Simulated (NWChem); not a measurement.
# [NO2]− (nitrite) at 6 levels

Wanted: a comparison of 6 runs (B2PLYP/def2-TZVPPD, BHLYP/def2-TZVPPD, CAM-B3LYP/def2-TZVPPD, M06-L/def2-TZVPPD, r2SCAN/def2-TZVPPD, wB97X/def2-TZVPPD) of [NO2]− (nitrite). 

The results are computed with NWChem 7.3.0.

**1. The molecule**

[NO2]− has 3 atoms, charge -1, and is taken as a singlet. As SMILES, `O=N[O-]`. Geometry: relaxed at PBE0-D4/def2-TZVPD.

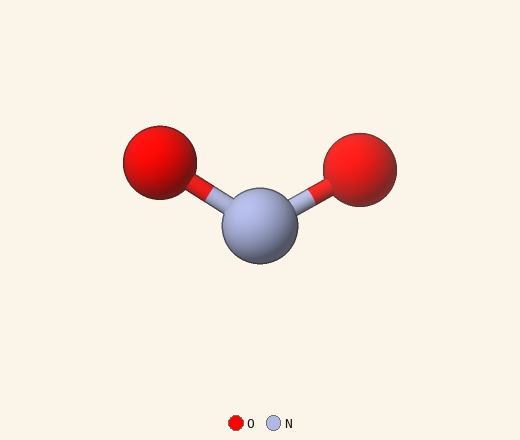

Viewed from a chosen angle; oxygen red, nitrogen light blue.

**2. The energy at B2PLYP/def2-TZVPPD (run 1)**

Contents of no2.nw:

```
START no2
memory 2200 mb
charge -1
GEOMETRY units angstroms noautosym nocenter noautoz
  O        0.322840       0.992650       0.287620
  N        0.325750      -0.245400       0.151990
  O       -0.648590      -0.747260      -0.439610
END
BASIS spherical bse
  * library def2-TZVPPD
END
DFT
  xc hfexch 0.53 becke88 0.47 lyp 0.73 mp2 0.27
  dftmp2 semidirect
  mult 1
  grid fine
  convergence energy 1e-08
  iterations 100
  mulliken
END
MP2
  freeze core 3
END
TASK dft energy
```

Started as:

```sh
$ nwchem no2.nw > no2.out
```

The program printed:

```text
[...]
          Wavefunction type:  closed shell.
          No. of atoms     :     3
          No. of electrons :    24
[...]
          Charge           :    -1
          Spin multiplicity:     1
[...]
          AO basis - number of functions:   117
[...]
              XC Information
              --------------
                     Hartree-Fock (Exact) Exchange  0.530
                    Becke 1988 Exchange Functional  0.470
              Lee-Yang-Parr Correlation Functional  0.730
[...]
 d= 0,ls=0.0,diis     1   -204.5208709072 -2.68D+02  1.80D-01  3.77D+00     1.6
[...]
 d= 0,ls=0.0,diis     9   -204.8866753302 -8.79D-09  3.29D-06  2.15D-08    11.2
         Total DFT energy =     -204.886675330206
      One electron energy =     -413.706895025401
           Coulomb energy =      169.137836603589
    Exchange-Corr. energy =      -23.870085212541
 Nuclear repulsion energy =       63.552468304147
[...]
      Total Density - Mulliken Population Analysis
     ---------------------------------------------
    Atom       Charge   Shell Charges
 -----------   ------   -------------------------------------------------------
    1 O    8     8.53   0.79  1.18  0.60  0.93  0.40 -0.02  1.85  1.86  0.83  0.07  0.00  0.03 -0.00  0.00
    2 N    7     6.94   0.82  1.15  0.62  0.79  0.15  0.30  1.37  1.26  0.30  0.03  0.14  0.00  0.01
    3 O    8     8.53   0.79  1.18  0.60  0.93  0.40 -0.02  1.85  1.86  0.83  0.07  0.00  0.03 -0.00  0.00
[...]
  Basis functions       =    117
[...]
```

Wall time 14 s (1 thread of Intel Xeon 6975P-C (Granite Rapids), shared host); peak memory 0.35 GiB.

**3. Energy and forces at BHLYP/def2-TZVPPD (run 2)**

Contents of mol.nw:

```
start mol
memory total 2200 mb
charge -1

geometry units angstrom noautosym nocenter noautoz
   O      0.322840     0.992650     0.287620
   N      0.325750    -0.245400     0.151990
   O     -0.648590    -0.747260    -0.439610
end

basis spherical bse
   * library def2-TZVPPD
end

dft
   xc bhlyp
   mult 1
   grid fine
   convergence energy 1e-08
   maxiter 100
   mulliken
   print medium
end

task dft gradient
```

Started as:

```sh
$ nwchem mol.nw > mol.out
```

The program printed:

```text
[...]
          Wavefunction type:  closed shell.
          No. of atoms     :     3
          No. of electrons :    24
[...]
          Charge           :    -1
          Spin multiplicity:     1
[...]
          AO basis - number of functions:   117
[...]
              XC Information
              --------------
                        BHLYP Method XC Functional
                     Hartree-Fock (Exact) Exchange  0.500
                        Slater Exchange Functional  0.500 local
                    Becke 1988 Exchange Functional  0.500 non-local
              Lee-Yang-Parr Correlation Functional  1.000
[...]
 d= 0,ls=0.0,diis     1   -204.7528043758 -2.68D+02  1.80D-01  3.86D+00     1.5
[...]
 d= 0,ls=0.0,diis     9   -205.1256955657 -8.26D-09  2.79D-06  2.03D-08    11.1
         Total DFT energy =     -205.125695565702
      One electron energy =     -413.781189592560
           Coulomb energy =      169.218507783352
    Exchange-Corr. energy =      -24.115482060642
 Nuclear repulsion energy =       63.552468304147
[...]
      Total Density - Mulliken Population Analysis
     ---------------------------------------------
    Atom       Charge   Shell Charges
 -----------   ------   -------------------------------------------------------
    1 O    8     8.53   0.79  1.18  0.60  0.93  0.40 -0.02  1.85  1.85  0.83  0.07  0.00  0.03  0.00  0.00
    2 N    7     6.94   0.82  1.15  0.62  0.79  0.16  0.29  1.37  1.26  0.30  0.03  0.14  0.00  0.01
    3 O    8     8.53   0.79  1.18  0.60  0.93  0.40 -0.02  1.85  1.85  0.83  0.07  0.00  0.03  0.00  0.00
[...]
  wavefunction    = closed shell
                         DFT ENERGY GRADIENTS
    atom               coordinates                        gradient
                 x          y          z           x          y          z
   1 O       0.610079   1.875837   0.543523    0.000454   0.017321   0.002170
   2 N       0.615578  -0.463739   0.287219    0.012988  -0.009767   0.006062
   3 O      -1.225657  -1.412117  -0.830742   -0.013442  -0.007554  -0.008231
[...]
```

Run time: 17 s. Hardware: 1 thread of Intel Xeon 6975P-C (Granite Rapids), shared host; peak memory 0.12 GiB.

**4. Energy and gradient at CAM-B3LYP/def2-TZVPPD (run 3)**

Contents of run.py:

```python
from ase import Atoms
from ase.calculators.nwchem import NWChem

mol = Atoms('ONO', positions=[
    [0.322840, 0.992650, 0.287620],
    [0.325750, -0.245400, 0.151990],
    [-0.648590, -0.747260, -0.439610],
])

calc = NWChem(
    label='mol',
    theory='dft',
    memory='2200 mb',
    basis='def2-TZVPPD',
    basispar='spherical bse',
    charge=-1,
    dft={'xc': 'xcamb88 1.00 lyp 0.81 vwn_5 0.19 hfexch 1.00', 'cam': '0.33 cam_alpha 0.19 cam_beta 0.46', 'mult': '1', 'grid': 'fine', 'convergence': 'energy 1e-08', 'direct': None, 'iterations': '100', 'mulliken': None},
)
mol.calc = calc

forces = mol.get_forces()
e = mol.get_potential_energy()
print(f"E = {e:.6f} eV")
print("forces (eV/A):")
for s, f in zip(mol.symbols, forces):
    print(f"{s:2s} {f[0]:10.5f} {f[1]:10.5f} {f[2]:10.5f}")
print("dipole (e A):", mol.get_dipole_moment().round(4))
```

Started as:

```sh
$ export ASE_NWCHEM_COMMAND="nwchem PREFIX.nwi > PREFIX.nwo"
$ python run.py
```

The program printed:

```text
E = -5583.291882 eV
forces (eV/A):
O    -0.01846    0.00468   -0.00962
N     0.02941   -0.02247    0.01368
O    -0.01100    0.01779   -0.00406
dipole (e A): [ 0.0802 -0.0604  0.0374]
```

The calculator wrote mol.nwi:

```
title "mol"

permanent_dir mol

scratch_dir mol

start mol

geometry units angstrom nocenter noautosym noautoz
  O  3.2284000000000002e-01 9.9265000000000003e-01 2.8761999999999999e-01
  N  3.2574999999999998e-01 -2.4540000000000001e-01 1.5198999999999999e-01
  O  -6.4859000000000000e-01 -7.4726000000000004e-01 -4.3961000000000000e-01
end

charge -1

memory 2200 mb

basis spherical bse noprint
   * library def2-TZVPPD
end

dft
  xc xcamb88 1.00 lyp 0.81 vwn_5 0.19 hfexch 1.00
  cam 0.33 cam_alpha 0.19 cam_beta 0.46
  mult 1
  grid fine
  convergence energy 1e-08
  direct
  iterations 100
  mulliken
end

task dft gradient
```

mol.nwo, cut to the lines that bear on the results:

```text
[...]
         Total DFT energy =     -205.182193853244
[...]
  wavefunction    = closed shell
[...]
                         DFT ENERGY GRADIENTS
    atom               coordinates                        gradient
                 x          y          z           x          y          z
   1 O       0.610079   1.875837   0.543523    0.000359  -0.000091   0.000187
   2 N       0.615578  -0.463739   0.287219   -0.000572   0.000437  -0.000266
   3 O      -1.225657  -1.412117  -0.830742    0.000214  -0.000346   0.000079
[...]
```

Wall time 2.1 min (1 thread of Intel Xeon 6975P-C (Granite Rapids), shared host); peak memory 0.12 GiB.

Runs 4 to 5 aren't shown in full; the table further down has their settings and results.

**5. Energy and gradient at wB97X/def2-TZVPPD (run 6)**

Contents of nw.nw:

```
start nw
title "NO2"
memory 2200 mb
charge -1
geometry units angstroms noautosym nocenter noautoz
   O      0.322840     0.992650     0.287620
   N      0.325750    -0.245400     0.151990
   O     -0.648590    -0.747260    -0.439610
end
basis spherical bse
   * library def2-TZVPPD
end
dft
   xc wb97x
   grid fine
   convergence energy 1e-08
   iterations 100
   mulliken
end
task dft gradient
```

Started as:

```sh
$ nwchem nw.nw > nw.out
```

The program printed:

```text
[...]
          Wavefunction type:  closed shell.
          No. of atoms     :     3
          No. of electrons :    24
[...]
          Charge           :    -1
          Spin multiplicity:     1
[...]
          AO basis - number of functions:   117
[...]
              XC Information
              --------------
                       wb97x  Method XC Functional
                     Hartree-Fock (Exact) Exchange  1.000
                         wb97x Exchange Functional  1.000
                      wb97x Correlation Functional  1.000
[...]
 d= 0,ls=0.0,diis     1   -204.8128211533 -2.68D+02  1.72D-01  4.19D+00     7.1
[...]
 d= 0,ls=0.0,diis    11   -205.1930359328 -4.29D-09  9.37D-07  1.96D-09    73.4
         Total DFT energy =     -205.193035932772
      One electron energy =     -413.704345910958
           Coulomb energy =      169.124016048245
    Exchange-Corr. energy =      -24.165174374206
 Nuclear repulsion energy =       63.552468304147
[...]
      Total Density - Mulliken Population Analysis
     ---------------------------------------------
    Atom       Charge   Shell Charges
 -----------   ------   -------------------------------------------------------
    1 O    8     8.48   0.79  1.18  0.61  0.92  0.39 -0.01  1.86  1.81  0.82  0.08  0.00  0.03  0.00  0.00
    2 N    7     7.05   0.82  1.15  0.62  0.77  0.18  0.31  1.39  1.25  0.34  0.03  0.13  0.03  0.01
    3 O    8     8.48   0.79  1.18  0.61  0.92  0.39 -0.01  1.86  1.81  0.82  0.08  0.00  0.03  0.00  0.00
[...]
  wavefunction    = closed shell
[...]
                         DFT ENERGY GRADIENTS
    atom               coordinates                        gradient
                 x          y          z           x          y          z
   1 O       0.610079   1.875837   0.543523    0.000808   0.001321   0.000591
   2 N       0.615578  -0.463739   0.287219   -0.000092   0.000079  -0.000042
   3 O      -1.225657  -1.412117  -0.830742   -0.000716  -0.001400  -0.000549
[...]
```

Wall time 2.2 min (1 thread of Intel Xeon 6975P-C (Granite Rapids), shared host); peak memory 0.12 GiB.

**6. Overview of the runs**

```csv
run,level,task,frozen core orbitals,energy (Eh),HOMO energy (eV),LUMO energy (eV),HOMO–LUMO gap (eV),wall time
1,B2PLYP/def2-TZVPPD,energy,3,-205.118698,-1.65,5.82,7.47,14 s
2,BHLYP/def2-TZVPPD,gradient,–,-205.125696,-1.68,5.73,7.41,17 s
3,CAM-B3LYP/def2-TZVPPD,gradient,–,-205.182194,-1.67,5.83,7.49,2.1 min
4,M06-L/def2-TZVPPD,gradient,–,-205.208234,1.52,4.83,3.31,50 s
5,r2SCAN/def2-TZVPPD,gradient,–,-205.148129,1.23,4.58,3.35,20 s
6,wB97X/def2-TZVPPD,gradient,–,-205.193036,-2.63,6.82,9.45,2.2 min
```

**7. Summary of results**

| quantity | value |
| --- | --- |
| run 6: total energy | -205.19304 Eh |
| run 6: HOMO energy | -2.63 eV |
| run 6: LUMO energy | 6.82 eV |
| run 6: HOMO–LUMO gap (to an unbound level, set by the basis) | 9.45 eV |
| run 6: largest force on an atom | 0.086 eV/Å |

**Reading.** The HOMO–LUMO gap runs from 3.31 eV (M06-L/def2-TZVPPD) to 9.45 eV (wB97X/def2-TZVPPD). The empty levels of an anion lie above zero and hang on the basis. Totals of different functionals can't be ranked against each other. In runs 4, 5 the HOMO lies above zero, so the outermost electron may be held by the basis alone. All runs together took 6 min, the longest 2.2 min.
